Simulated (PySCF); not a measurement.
## Electronic structure of C4H10FNSi in real space

The calculation's input:

```
{"job": {"kind": "nmr", "xc": "PBE0", "basis": "pcSseg-1"}, "charge": 0, "multiplicity": 1}
N      2.517697     0.380876     0.206995
C      1.442697    -0.534034    -0.117402
C      0.137823     0.139880    -0.545605
F      0.408885     0.848934    -1.725408
C     -1.041917    -0.827929    -0.745284
C     -1.909644    -0.434692     0.467836
Si    -0.854024     1.126120     0.793466
H      2.711434     0.970546    -0.596375
H      2.243291     0.988372     0.972940
H      1.238998    -1.154362     0.759518
H      1.793276    -1.181526    -0.928539
H     -1.542675    -0.600248    -1.685107
H     -0.743109    -1.875956    -0.760136
H     -2.959916    -0.298728     0.222658
H     -1.856997    -1.179480     1.260072
H     -0.213167     1.247740     2.102924
H     -1.379653     2.396516     0.307537
```

Command:

```sh
OMP_NUM_THREADS=1 python probes_run.py task.json out
```

Geometry: GFN2-xTB.

These are results of PBE0/pcSseg-1, SCF density, gas phase, non-relativistic in PySCF, not measurements.

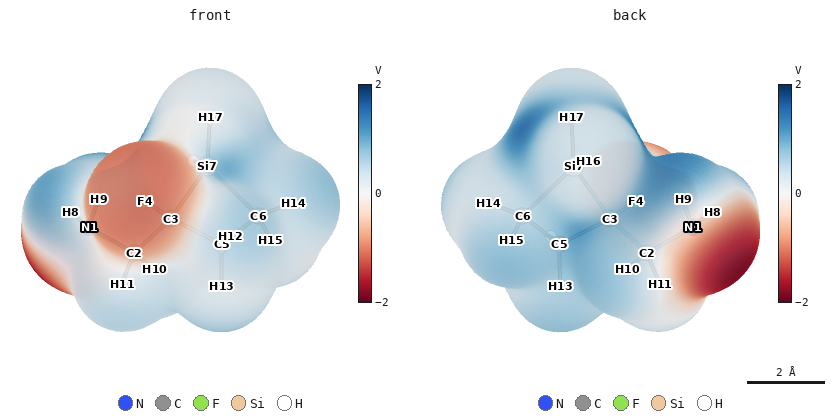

Figure 1. The molecular electrostatic potential painted on the density surface at 0.002 e/bohr³, seen from the front and from behind; red is negative and blue positive.

### Where is the surface potential most negative and most positive?

The most negative region (about −1.9 V) lies over N1, the most positive (about +1.4 V) over Si7 and H9. N1 is the likeliest acceptor of a hydrogen bond.

### How polar is the molecule by this calculation?

Its dipole moment is 2.02 D.

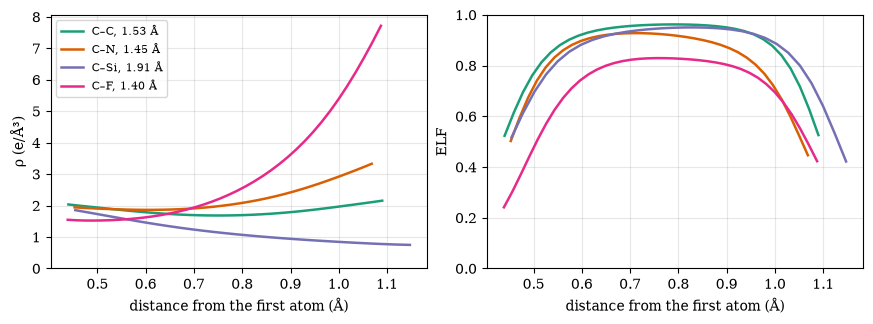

Figure 2. Total electron density and ELF along straight lines between neighbouring atoms. The curves leave out the atomic cores.

### What kind of bonding do the profiles show?

C–C (1.53 Å): the density is about 1.7 e/Å³ at the midpoint; the ELF peaks at about 0.95 between the atoms: a shared electron pair.
C–N (1.45 Å): the density is about 1.9 e/Å³ at the midpoint; the ELF peaks at about 0.95 between the atoms: a shared electron pair.
C–Si (1.91 Å): ρ at the midpoint is about 0.89 e/Å³; the ELF peaks at about 0.95 between the atoms: localised, covalent bonding.
C–F (1.40 Å): ρ is about 1.9 e/Å³ halfway, with its minimum of 1.5 e/Å³ about 0.5 Å from C; the ELF peaks at about 0.85 between the atoms (a polar covalent bond).
